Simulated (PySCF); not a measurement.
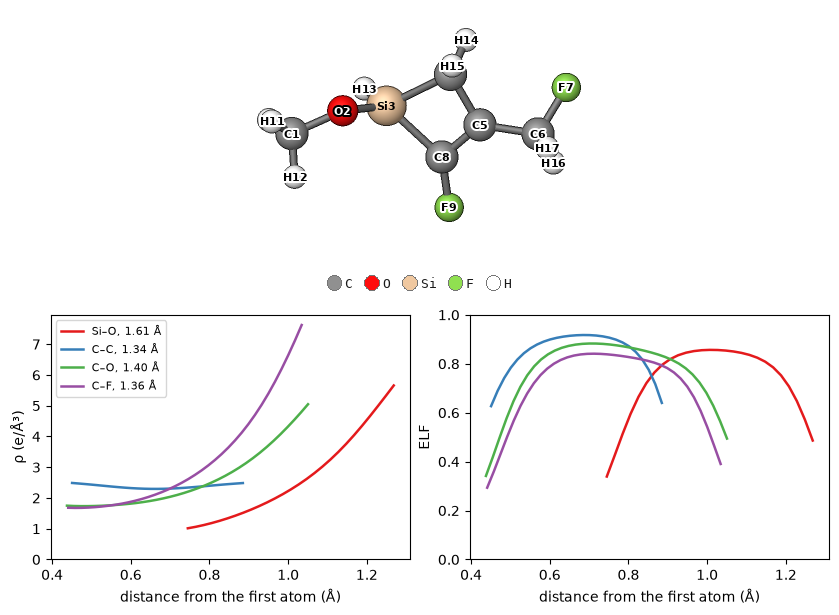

*C5H8F2OSi. Total electron density and electron localisation function along straight lines between neighbouring atoms. The curves leave out the atomic cores. The structure is drawn too.*

Geometry: GFN2-xTB.

Theory: PySCF, PBE0/pcSseg-1, SCF density, gas phase, non-relativistic.

Input

```
{"job": {"kind": "nmr", "xc": "PBE0", "basis": "pcSseg-1"}, "charge": 0, "multiplicity": 1}
C     -3.118312    -1.136808     0.340264
O     -2.082110    -0.206145     0.192328
Si    -0.765452    -0.239493    -0.734733
C      0.332846     1.290446    -0.397322
C      1.439956     0.363084     0.046963
C      2.799666     0.785778     0.480083
F      3.209769     1.912200    -0.196236
C      0.892044    -0.852194    -0.035607
F      1.509151    -2.020995     0.269543
H     -3.493369    -1.458746    -0.632561
H     -3.921291    -0.655032     0.898091
H     -2.768360    -2.011457     0.891102
H     -1.030378    -0.668820    -2.103089
H      0.621547     1.892840    -1.254497
H      0.013885     1.967429     0.391952
H      3.542439     0.003997     0.286165
H      2.810971     1.045946     1.547643
```

Command:

```sh
OMP_NUM_THREADS=1 python probes_run.py task.json out
```

### What can be read from the curves?

Si–O (1.61 Å): the density is about 1.2 e/Å³ at the midpoint; the ELF peaks at about 0.85 between the atoms, as expected for a short, strongly polar bond.
C–C (1.34 Å): the density is about 2.3 e/Å³ at the midpoint; the ELF peaks at about 0.90 between the atoms; a short, multiple covalent bond.
C–O (1.40 Å): ρ at the midpoint is about 2 e/Å³, with its minimum of 1.7 e/Å³ about 0.5 Å from C; the ELF peaks at about 0.90 between the atoms (a shared but strongly polarised pair).
C–F (1.36 Å): the density is about 2.2 e/Å³ at the midpoint, with its minimum of 1.7 e/Å³ about 0.5 Å from C; the ELF peaks at about 0.85 between the atoms: a polar covalent bond.
